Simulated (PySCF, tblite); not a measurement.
# C₇H₆O₂: dynamics, then NMR shifts on frames, part 1 of 2

How do NMR shifts of C₇H₆O₂ (`O=C(O)C1=C[C@@H]2C=C[C@H]12`) change as the atoms move?

Programs: tblite 0.8.0 and PySCF 2.14.0, with density-fitted response routines of our own. Each step states its level of theory. These are calculated values for one molecule in the gas phase, unless marked as measured. Atoms count from 0, in the outputs and in this text.

## (1) The molecule as given

15 atoms, charge 0, multiplicity 1; geometry from: GFN2-xTB.

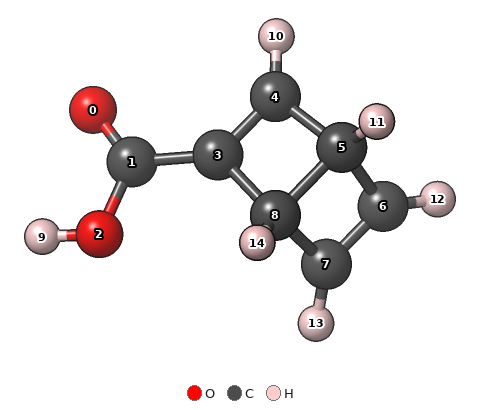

The starting geometry (oxygen red, carbon dark grey, hydrogen pink), atoms numbered.

## (2) Dynamics with GFN2-xTB

Job settings and geometry (Å):

```
{"job": {"kind": "md", "xc": "GFN2-xTB", "basis": "xTB", "temperature": 300, "steps": 2000, "every": 50, "frames": 5}, "charge": 0, "multiplicity": 1}
O      2.622384    -1.405322     0.741162
C      1.937167    -0.786491    -0.035536
O      2.233939    -0.693749    -1.344108
C      0.722880    -0.054430     0.304905
C      0.038183     0.153697     1.440152
C     -1.049106     0.948287     0.764564
C     -2.126109     0.087914     0.134676
C     -1.451326    -0.109810    -0.992496
C     -0.260920     0.713313    -0.557537
H      3.045833    -1.188583    -1.534101
H      0.167422    -0.154718     2.459879
H     -1.314185     1.921552     1.158826
H     -3.065120    -0.248221     0.530399
H     -1.617487    -0.673492    -1.890133
H      0.112032     1.498041    -1.202564
```

With the program's defaults for keys left out, this is: GFN2-xTB Langevin dynamics, gas phase.

Started as:

```sh
$ OMP_NUM_THREADS=1 python probes_run.py task.json out
```

One launch serves the whole session: the jobs run in the order shown.

Standard output:

```text
t/fs     T/K      E/eV
    0.0   239.3   -709.52559
   25.0   137.8   -709.19647
   50.0   212.9   -709.20699
   75.0   197.2   -709.13993
  100.0   197.0   -709.09770
  125.0   158.3   -709.12048
  150.0   244.1   -709.23576
  175.0   237.1   -709.15393
  200.0   241.3   -709.09205
  225.0   219.6   -709.01385
  250.0   319.9   -709.25851
  275.0   228.0   -709.10590
  300.0   231.4   -709.03631
  325.0   233.7   -709.01856
  350.0   216.4   -709.12423
  375.0   278.7   -709.16036
  400.0   323.3   -709.27564
  425.0   206.1   -708.97360
  450.0   244.7   -709.01111
  475.0   287.1   -709.08001
  500.0   314.7   -709.11500
  525.0   307.8   -708.98466
  550.0   258.8   -708.88203
  575.0   313.5   -709.06680
  600.0   350.2   -709.17294
  625.0   276.4   -709.16804
  650.0   219.8   -709.04395
  675.0   313.7   -709.09411
  700.0   327.0   -709.08799
  725.0   293.6   -709.11298
  750.0   438.0   -709.04955
  775.0   268.9   -708.90451
  800.0   264.7   -709.04095
  825.0   255.0   -709.13786
  850.0   325.8   -709.18299
  875.0   284.7   -709.09553
  900.0   239.1   -708.92048
  925.0   293.6   -709.05221
  950.0   337.0   -708.98769
  975.0   367.5   -709.13306
 1000.0   285.3   -709.01273
```

Wall time 10 s (1 thread of INTEL XEON PLATINUM 8581C at 2.30GHz, shared host); peak memory 0.18 GiB.

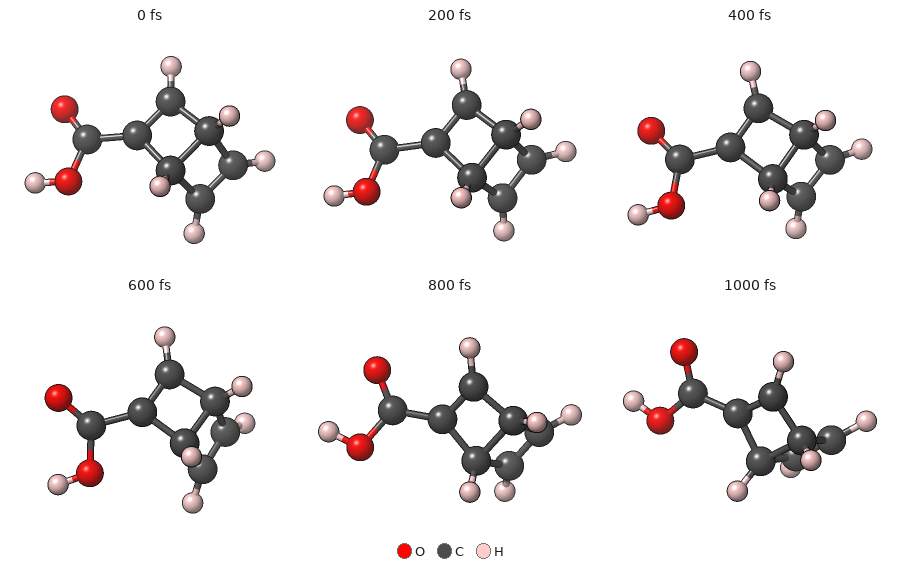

Frames of the run.

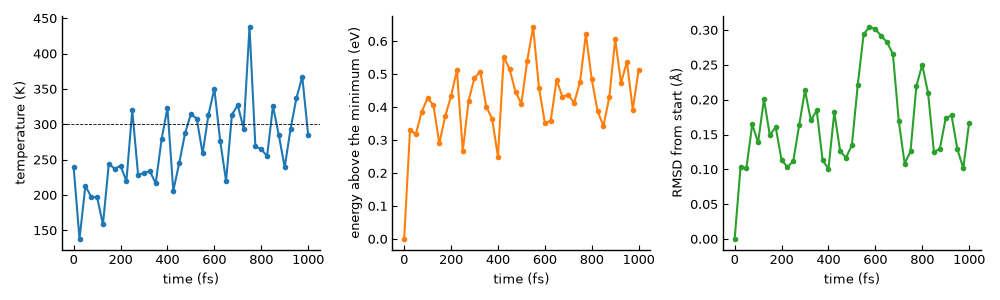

Temperature, potential energy and distance from the start.

Positions (Å) and forces (eV/Å) at 1000 fs:

```xyz
15

O     2.287   -0.157    1.355    0.306    0.105    0.569
C     1.723   -0.434    0.320    0.520    0.269    1.022
O     2.280   -1.305   -0.512   -0.849   -0.183   -1.021
C     0.479    0.200   -0.019    0.797   -1.201   -1.097
C    -0.189    1.193    0.520   -0.456    1.597    1.751
C    -1.264    1.212   -0.484   -0.318   -2.543   -0.297
C    -2.328    0.142   -0.084   -0.378    2.332    0.964
C    -1.650   -0.851   -0.619   -0.235   -1.071   -0.997
C    -0.508   -0.023   -1.140    0.304    0.533    0.250
H     3.078   -1.635   -0.107    0.626   -0.245    0.214
H    -0.157    1.681    1.482    0.273    0.171   -0.206
H    -1.455    2.028   -1.105   -0.576    1.192   -0.399
H    -3.131    0.439    0.634    0.647   -1.040   -1.013
H    -1.807   -1.912   -0.779   -0.054    0.307    0.278
H    -0.041   -0.054   -2.123   -0.610   -0.223   -0.017
```

## (3) Nuclear shieldings: 250 fs, PBE0/pcSseg-1

Job settings and geometry (Å):

```
{"job": {"kind": "nmr", "xc": "PBE0", "basis": "pcSseg-1", "pop": false}, "charge": 0, "multiplicity": 1}
O      2.233000    -1.523600     0.437400
C      1.583200    -0.807300    -0.274700
O      1.645500    -0.722600    -1.645100
C      0.485400     0.057300     0.197400
C      0.015400     0.448000     1.391600
C     -1.247300     1.003900     0.891800
C     -2.378700     0.043600     0.486700
C     -1.924300    -0.232600    -0.711700
C     -0.716800     0.656100    -0.543800
H      2.324400    -1.304600    -1.983200
H      0.375600     0.200600     2.403600
H     -1.523300     1.990400     1.216400
H     -3.176700    -0.308900     1.071700
H     -2.295000    -0.870700    -1.500700
H     -0.428800     1.370600    -1.319100
```

Method: GIAO PBE0/pcSseg-1 NMR shielding, non-relativistic, gas phase.

Standard output:

```text
coarse grid: 13496 points
cycle   1  E = -419.9284867655  dE =  1.929e+00  |g| = 9.281e-01  |ddm| = 3.783e+00
cycle   2  E = -419.6088061200  dE =  3.197e-01  |g| = 1.617e+00  |ddm| = 1.968e+00
cycle   3  E = -420.0748862094  dE = -4.661e-01  |g| = 3.063e-01  |ddm| = 1.438e+00
cycle   4  E = -420.0919802426  dE = -1.709e-02  |g| = 8.305e-02  |ddm| = 2.730e-01
cycle   5  E = -420.0930779240  dE = -1.098e-03  |g| = 2.515e-02  |ddm| = 7.023e-02
cycle   6  E = -420.0932150709  dE = -1.371e-04  |g| = 8.331e-03  |ddm| = 3.148e-02
cycle   7  E = -420.0932293492  dE = -1.428e-05  |g| = 3.559e-03  |ddm| = 1.050e-02
cycle   8  E = -420.0932322819  dE = -2.933e-06  |g| = 7.723e-04  |ddm| = 3.529e-03
final grid: 133104 points
cycle   9  E = -420.1697433125  dE = -2.242e-05  |g| = 1.282e-02  |ddm| = 4.073e-02
cycle  10  E = -420.1696892967  dE =  5.402e-05  |g| = 2.130e-02  |ddm| = 2.776e-02
cycle  11  E = -420.1697747743  dE = -8.548e-05  |g| = 3.057e-03  |ddm| = 1.770e-02
cycle  12  E = -420.1697765522  dE = -1.778e-06  |g| = 3.824e-04  |ddm| = 2.275e-03
cycle  13  E = -420.1697765745  dE = -2.235e-08  |g| = 1.749e-04  |ddm| = 4.303e-04
cycle  14  E = -420.1697765808  dE = -6.228e-09  |g| = 5.568e-05  |ddm| = 2.027e-04
cycle  15  E = -420.1697765814  dE = -6.426e-10  |g| = 2.416e-05  |ddm| = 7.025e-05
converged SCF energy = -420.1697765814

GIAO shielding tensors (ppm)
atom      isotropic    diamagn.    paramagn.     s11        s22        s33       span
  0 O      -97.301     401.656    -498.957   -336.722   -234.186    279.006    615.728
  1 C       19.961     247.770    -227.809    -80.674     67.518     73.039    153.713
  2 O      131.904     391.461    -259.557    -28.191    166.128    257.776    285.968
  3 C       27.805     255.524    -227.719    -79.798     23.636    139.577    219.375
  4 C       24.688     249.706    -225.018    -87.584      3.942    157.705    245.289
  5 C      142.585     256.432    -113.847    109.517    149.426    168.813     59.295
  6 C       36.574     254.755    -218.181    -76.080     28.240    157.562    233.642
  7 C       38.882     250.649    -211.767    -80.860     35.392    162.113    242.973
  8 C      128.276     243.666    -115.390    105.756    138.599    140.473     34.716
  9 H       26.245      29.488      -3.243     20.601     23.414     34.720     14.119
 10 H       23.838      31.266      -7.427     22.511     23.372     25.632      3.121
 11 H       28.263      31.328      -3.065     25.741     26.647     32.400      6.659
 12 H       25.308      31.845      -6.536     23.621     25.391     26.913      3.292
 13 H       24.634      30.575      -5.941     23.013     25.305     25.583      2.571
 14 H       26.954      29.266      -2.312     24.789     26.613     29.460      4.672
```

It took 20 s on 1 thread of INTEL XEON PLATINUM 8581C at 2.30GHz, shared host; peak memory 0.91 GiB.

The references, computed at this level on geometries of the same kind, shield at (ppm): ¹H TMS 31.72, ¹³C TMS 186.9, ¹⁷O H2O 336.1. Their shielding less the atom's gives the shift. The references are single molecules in the gas phase, so shifts against H2O, NH3, PH3, H3PO4 or CFCl3 are not on the usual liquid scales and can be off by tens of ppm. Each atom is listed at this fixed geometry, with no averaging over motion; a spectrum would average atoms that exchange fast.

| atoms | environment | σ (ppm) | δ (ppm) |
| --- | --- | --- | --- |
| C1 | carboxylic acid carbon | 20.0 | 167.0 |
| C4 | β carbon of a C=C–C=O unit | 24.7 | 162.2 |
| C3 | α carbon of a C=C–C=O unit | 27.8 | 159.1 |
| C6 | alkene CH | 36.6 | 150.4 |
| C7 | alkene CH | 38.9 | 148.0 |
| C8 | allylic sp3 CH | 128.3 | 58.6 |
| C5 | allylic sp3 CH | 142.6 | 44.3 |
| H10 | hydrogen on a β carbon of a C=C–C=O unit | 23.84 | 7.88 |
| H13 | hydrogen on an alkene CH | 24.63 | 7.08 |
| H12 | hydrogen on an alkene CH | 25.31 | 6.41 |
| H9 | hydrogen on an acid hydroxyl oxygen | 26.24 | 5.47 |
| H14 | hydrogen on an allylic sp3 CH | 26.95 | 4.76 |
| H11 | hydrogen on an allylic sp3 CH | 28.26 | 3.45 |
| O0 | carbonyl oxygen | -97.3 | 433.4 |
| O2 | acid hydroxyl oxygen | 131.9 | 204.2 |

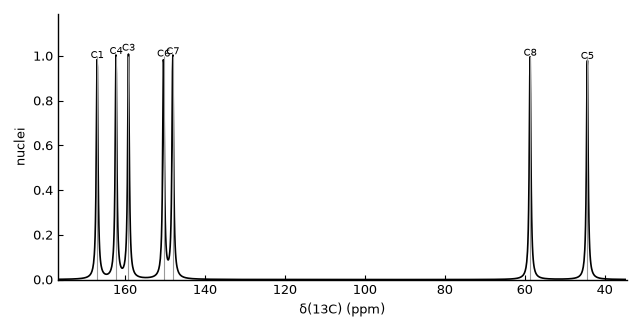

¹³C lines at the computed shifts, without couplings. Lines are broadened to a width of 0.49 ppm (Lorentzian).

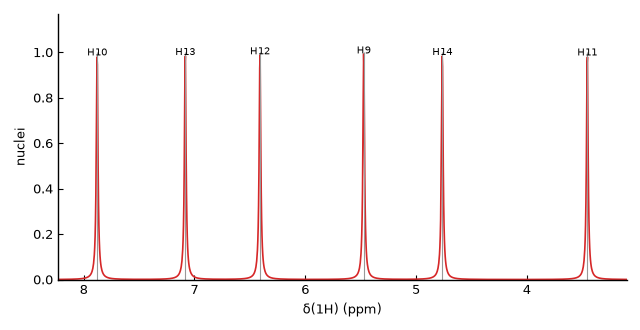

¹H lines at the computed shifts, without couplings. Lines are broadened to a width of 0.02 ppm (Lorentzian).

Ring of atoms C3, C4, C5, C8: NICS(0) -3.8, NICS(1) -3.3, NICS(1)zz -3.8 ppm (means of both faces).

Ring of atoms C5, C6, C7, C8: NICS(0) -2.2, NICS(1) -2.9, NICS(1)zz -3.0 ppm (means of both faces).

## (4) Shielding tensors: 425 fs, PBE0/pcSseg-1

Job settings and geometry (Å):

```
{"job": {"kind": "nmr", "xc": "PBE0", "basis": "pcSseg-1", "pop": false}, "charge": 0, "multiplicity": 1}
O      2.592900    -1.078500     0.350500
C      1.601500    -0.731700    -0.242900
O      1.575800    -0.465700    -1.552800
C      0.392900    -0.167200     0.344500
C     -0.158600    -0.067200     1.546100
C     -1.361200     0.701200     1.021000
C     -2.461000    -0.266400     0.695500
C     -1.910000    -0.597100    -0.476000
C     -0.839500     0.395200    -0.425100
H      2.459800    -0.624400    -1.896900
H      0.202200    -0.328400     2.503600
H     -1.653900     1.613600     1.599900
H     -3.251300    -0.679200     1.324600
H     -2.095100    -1.274100    -1.275700
H     -0.684500     0.961800    -1.356900
```

Method: GIAO PBE0/pcSseg-1 NMR shielding, non-relativistic, gas phase.

Standard output:

```text
coarse grid: 13496 points
cycle   1  E = -419.9127571263  dE =  2.020e+00  |g| = 9.263e-01  |ddm| = 3.777e+00
cycle   2  E = -419.5937581952  dE =  3.190e-01  |g| = 1.606e+00  |ddm| = 2.087e+00
cycle   3  E = -420.0581111619  dE = -4.644e-01  |g| = 3.178e-01  |ddm| = 1.528e+00
cycle   4  E = -420.0766082388  dE = -1.850e-02  |g| = 7.880e-02  |ddm| = 2.876e-01
cycle   5  E = -420.0775329963  dE = -9.248e-04  |g| = 2.800e-02  |ddm| = 7.203e-02
cycle   6  E = -420.0777000669  dE = -1.671e-04  |g| = 1.017e-02  |ddm| = 3.551e-02
cycle   7  E = -420.0777225250  dE = -2.246e-05  |g| = 3.878e-03  |ddm| = 1.286e-02
cycle   8  E = -420.0777260125  dE = -3.487e-06  |g| = 7.390e-04  |ddm| = 3.925e-03
final grid: 133104 points
cycle   9  E = -420.1530867117  dE = -2.408e-05  |g| = 1.242e-02  |ddm| = 4.557e-02
cycle  10  E = -420.1530348848  dE =  5.183e-05  |g| = 2.067e-02  |ddm| = 2.928e-02
cycle  11  E = -420.1531165006  dE = -8.162e-05  |g| = 3.011e-03  |ddm| = 1.843e-02
cycle  12  E = -420.1531182036  dE = -1.703e-06  |g| = 3.669e-04  |ddm| = 2.340e-03
cycle  13  E = -420.1531182231  dE = -1.956e-08  |g| = 1.755e-04  |ddm| = 4.272e-04
cycle  14  E = -420.1531182293  dE = -6.162e-09  |g| = 6.553e-05  |ddm| = 2.244e-04
cycle  15  E = -420.1531182303  dE = -9.676e-10  |g| = 2.404e-05  |ddm| = 8.003e-05
converged SCF energy = -420.1531182303

GIAO shielding tensors (ppm)
atom      isotropic    diamagn.    paramagn.     s11        s22        s33       span
  0 O      -94.463     401.081    -495.543   -333.223   -237.940    287.774    620.997
  1 C       20.508     246.001    -225.493    -76.870     58.028     80.367    157.236
  2 O      122.938     391.453    -268.516    -28.615    154.603    242.825    271.440
  3 C       25.973     253.698    -227.725    -78.273     16.852    139.339    217.611
  4 C       17.901     248.528    -230.626   -104.702     -3.882    162.288    266.990
  5 C      127.247     250.994    -123.747    100.553    137.473    143.716     43.163
  6 C       37.606     256.368    -218.763    -76.728     32.774    156.771    233.500
  7 C       26.111     252.908    -226.797    -89.271      7.441    160.164    249.434
  8 C      127.356     239.595    -112.239     99.080    135.410    147.577     48.497
  9 H       25.873      29.718      -3.845     21.147     23.163     33.309     12.162
 10 H       23.902      32.892      -8.990     19.942     24.935     26.829      6.886
 11 H       26.186      29.744      -3.559     24.553     25.396     28.607      4.054
 12 H       24.698      30.901      -6.203     23.390     24.803     25.900      2.509
 13 H       24.750      30.991      -6.241     21.929     25.989     26.331      4.402
 14 H       26.507      29.033      -2.525     24.583     26.863     28.076      3.493
```

It took 19 s on 1 thread of INTEL XEON PLATINUM 8581C at 2.30GHz, shared host; peak memory 0.89 GiB.

Key values: δ C4 169.0, C1 166.4, C3 161.0, C7 160.8, H10 7.81, H12 7.02 ppm.

(Continued in part 2 of 2.)
